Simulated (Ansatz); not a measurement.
The starting structures come from a database of crystals and need not be the phases stable at ambient conditions.

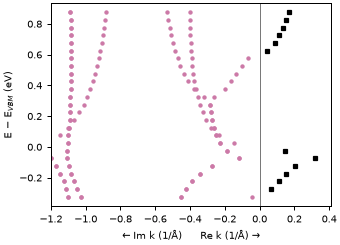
Figure: Complex bands at the centre of the two-dimensional zone; PBEsol in Ansatz (an electronic-structure program)

No gap correction and no spin-orbit coupling; mid-gap values are interpolated between computed energies.

Problem. This is HgSe (P3_221, not sure to be the ambient phase, 6 atoms a cell, 25.8 Å³ an atom) along the normal of (001). Read off the slowest decay at the centre of the two-dimensional zone at 0.33 eV, the computed energy nearest the middle of the gap.

Solution. κ ≈ 0.26 1/Å, a decay length 1/(2κ) of the density of 1.9 Å.
